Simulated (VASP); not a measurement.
Band structure of CdSe (zinc blende). Level of theory: optB86b-vdW, VASP's PBE PAW potentials (set 64) (plane waves; VASP 6.6.1).

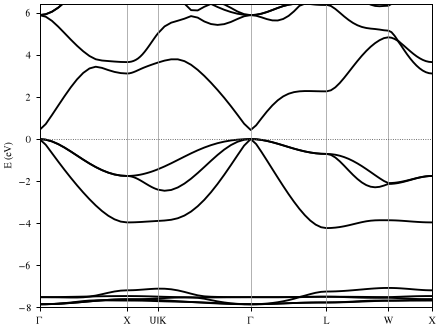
Bands along high-symmetry lines, zero at the valence-band maximum or, without a gap, the Fermi level

Q: Read the plot: is there a gap, and where are the band edges?

A: The gap is direct, 0.43 eV, from the valence maximum at Γ to the conduction minimum at Γ. (Edges off the drawn lines would not show.)

The compound is CdSe in the zinc blende structure, whereas wurtzite is the usual form. It was relaxed first.
